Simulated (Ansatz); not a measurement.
A series of calculations on BH$_{4}$SOF

Part 1: Relaxation

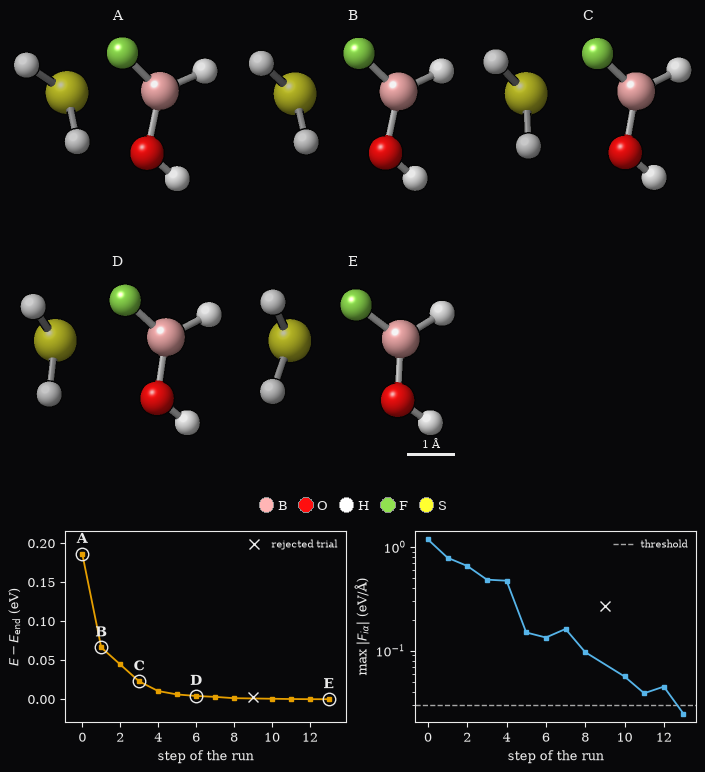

Frames of a relaxation of BH4SOF, marked on the history of the run. Style: ball-and-stick. Shown at a tilt.

The run prepares an end point of a later path (reaction) calculation, from a guessed geometry.

Method: RHF/def2-SVP in Ansatz.

Input file:
```yaml
crystal:
  periodic: [false, false, false]
  atoms:
    - { symbol: B, position_ang: [-0.030056, -0.212145, 0.150324] }
    - { symbol: O, position_ang: [-0.254028, -0.612385, 1.443773] }
    - { symbol: H, position_ang: [-1.158221, -0.809756, 1.628157] }
    - { symbol: F, position_ang: [1.221706, -0.026612, -0.205053] }
    - { symbol: H, position_ang: [-0.903643, -0.115072, -0.659436] }
    - { symbol: S, position_ang: [-0.061005, 2.652217, 1.328055] }
    - { symbol: H, position_ang: [1.270533, 2.643871, 1.189655] }
    - { symbol: H, position_ang: [-0.080387, 1.508181, 2.080225] }
basis:
  gaussian: { orbitals: def2-SVP }
hamiltonian:
  xc: hf
relax:
  f_tol: 0.03
  max_steps: 50
```

Command:
```bash
ansatz run input.yaml --threads 2 --pin off --max-ram 3072MiB --backend cpu --events-out ev --progress --plain --runs-dir out
```

What happens along the run?

After 12 accepted moves (13 points after the start) the energy has fallen by 0.186 eV. Largest force component: 1.2 eV/Å at the start, 0.025 eV/Å at the end. The line search rejected the trial step at point 9 of the run. H8 moves most after the best rigid fit: 0.94 Å. By element the largest moves are H 0.94 Å, O 0.39 Å, S 0.34 Å, B 0.18 Å, F 0.13 Å. Among the contacts that change: B1–O2 1.372 → 1.336 Å, S6–H8 1.369 → 1.335 Å, S6–H7 1.339 → 1.334 Å. From step 0 to 1: S and H atoms move most (0.19 Å), energy −0.120 eV. From step 1 to 3: H8 moves most (0.34 Å), energy −0.044 eV. From step 3 to 6: H8 moves most (0.22 Å), energy −0.019 eV. From step 6 to 13: H8 moves most (0.25 Å), energy −0.004 eV.

| step | E − E(0), eV | largest force component, eV/Å | note |
| --- | --- | --- | --- |
| 0 | 0.0000 | 1.1857 |  |
| 1 | -0.1199 | 0.7894 |  |
| 2 | -0.1417 | 0.6582 |  |
| 3 | -0.1635 | 0.4853 |  |
| 4 | -0.1758 | 0.4741 |  |
| 5 | -0.1802 | 0.1501 |  |
| 6 | -0.1821 | 0.1341 |  |
| 7 | -0.1833 | 0.1622 |  |
| 8 | -0.1850 | 0.0970 |  |
| 9 | -0.1832 | 0.2731 | rejected |
| 10 | -0.1857 | 0.0564 |  |
| 11 | -0.1861 | 0.0389 |  |
| 12 | -0.1862 | 0.0450 |  |
| 13 | -0.1863 | 0.0246 |  |

Limits of the set-up: the start holds two separate molecules, 2.2 Å apart at their closest, whose relative position is a soft coordinate and is computed without a dispersion correction; Hartree-Fock leaves out electron correlation.

Part 2: Relaxation

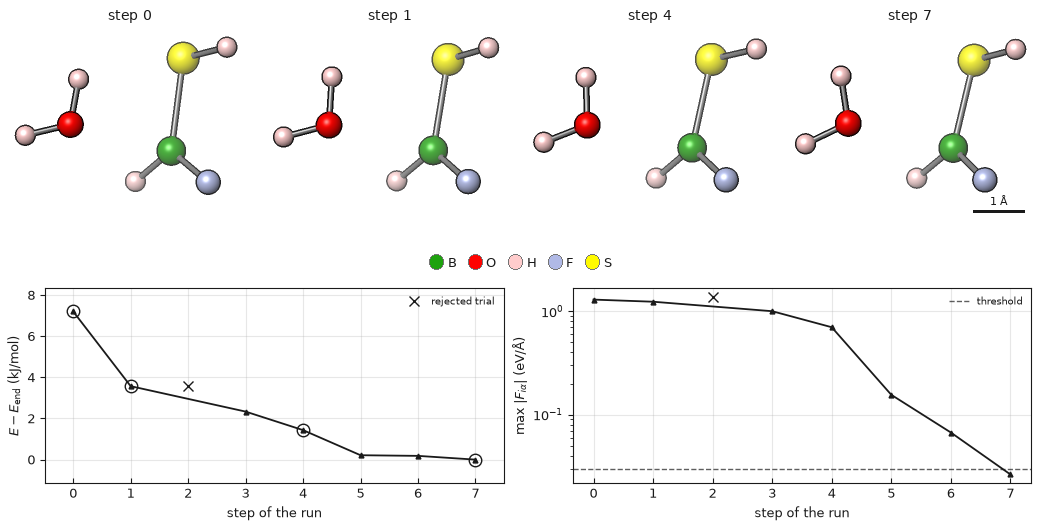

Frames of a relaxation of BH$_{4}$SOF, marked on the history of the run. Style: ball-and-stick. Shown at a tilt.

The run prepares an end point of a later path (reaction) calculation, from a guessed geometry.

Method: Ansatz 0.2.0, RHF/def2-SVP.

Input file:
```yaml
crystal:
  periodic: [false, false, false]
  atoms:
    - { symbol: B, position_ang: [0.070617, 0.627474, -0.218004] }
    - { symbol: O, position_ang: [-0.230581, -0.374999, 2.172145] }
    - { symbol: H, position_ang: [-1.023519, -0.829638, 2.415128] }
    - { symbol: F, position_ang: [1.238576, 0.080665, -0.442381] }
    - { symbol: H, position_ang: [-0.936453, 0.118366, -0.599367] }
    - { symbol: S, position_ang: [-0.016772, 2.342919, 0.511409] }
    - { symbol: H, position_ang: [1.289076, 2.503168, 0.740664] }
    - { symbol: H, position_ang: [-0.386044, 0.560343, 2.376105] }
basis:
  gaussian: { orbitals: def2-SVP }
hamiltonian:
  xc: hf
relax:
  f_tol: 0.03
  max_steps: 50
```

Run as
```bash
ansatz run input.yaml --threads 2 --pin off --max-ram 3072MiB --backend cpu --events-out ev --progress --plain --runs-dir out
```

What happens along the run?

The largest move after the best rigid fit is that of H8, 0.42 Å. Largest moves by element: H 0.42 Å, S 0.25 Å, F 0.09 Å, B 0.07 Å, O 0.07 Å. Near-neighbour distances that change, for instance: B1–S6 1.866 → 1.822 Å, O2–H8 0.970 → 0.946 Å. Over 6 accepted moves (7 points after the start) the energy falls by 7.20 kJ/mol. Largest force component: 1.3 eV/Å at the start, 0.026 eV/Å at the end. The line search rejected the trial step at point 2 of the run. The run took 5.8 s on 2 threads of Arm Neoverse V2, on a shared host, peak memory 0.14 GiB. From step 0 to 1: H8 moves most (0.19 Å), energy −3.63 kJ/mol. From step 1 to 4: H7 moves most (0.18 Å), energy −2.14 kJ/mol. From step 4 to 7: H8 moves most (0.12 Å), energy −1.43 kJ/mol.

```json
{"step": "0", "E − E(0), kJ/mol": "0.00", "largest force component, eV/Å": "1.3023", "note": ""}
{"step": "1", "E − E(0), kJ/mol": "-3.63", "largest force component, eV/Å": "1.2419", "note": ""}
{"step": "2", "E − E(0), kJ/mol": "-3.60", "largest force component, eV/Å": "1.3911", "note": "rejected"}
{"step": "3", "E − E(0), kJ/mol": "-4.87", "largest force component, eV/Å": "1.0053", "note": ""}
{"step": "4", "E − E(0), kJ/mol": "-5.77", "largest force component, eV/Å": "0.7028", "note": ""}
{"step": "5", "E − E(0), kJ/mol": "-6.99", "largest force component, eV/Å": "0.1556", "note": ""}
{"step": "6", "E − E(0), kJ/mol": "-7.02", "largest force component, eV/Å": "0.0671", "note": ""}
{"step": "7", "E − E(0), kJ/mol": "-7.20", "largest force component, eV/Å": "0.0263", "note": ""}
```

Limits of the set-up: the start holds two separate molecules, 2.6 Å apart at their closest, whose relative position is a soft coordinate and is computed without a dispersion correction; Hartree-Fock leaves out electron correlation.

Part 3: Path

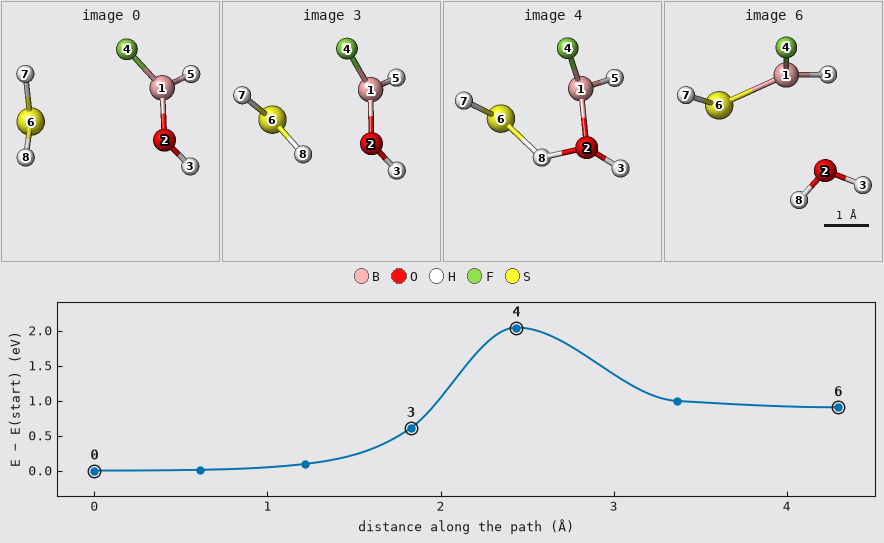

A nudged-elastic-band calculation for BH4SOF, made up at the start of BH$_{2}$OF and H2S. Images are numbered from 0 (start) to 6 (end). The picture is a ball-and-stick view, seen at a tilt.

Theory: Ansatz, RHF/def2-SVP. Set-up: 5 movable images; climbing image; force threshold 0.05 eV/Å; iteration limit 60; starting path through a guess of the saddle point.

What happens along the path, and what is the barrier?

Breaking: B1–O2 (1.34 → 1.50 at the top → 2.65 Å), S6–H8 (1.34 → 1.62 at the top → 3.25 Å). Forming: B1–S6 (3.61 → 2.19 at the top → 1.82 Å), O2–H8 (3.49 → 1.23 at the top → 0.95 Å). The energy climbs by 2.04 eV to image 4 and then falls by 1.14 eV, so the end point sits at +0.90 eV. The band converged in 21 iterations. The largest component of the band force went from 37 to 0.028 eV/Å. The climbing image converged on the top of the path. Its vibrational analysis gives one imaginary mode (1760i cm⁻¹), as a transition state must have.

Limits of the set-up: the start holds two separate molecules, 2.9 Å apart at their closest, whose relative position is a soft coordinate and is computed without a dispersion correction; Hartree-Fock leaves out electron correlation.

Cost: 50 s on 2 threads of Arm Neoverse V2, on a shared host, peak memory 0.14 GiB.
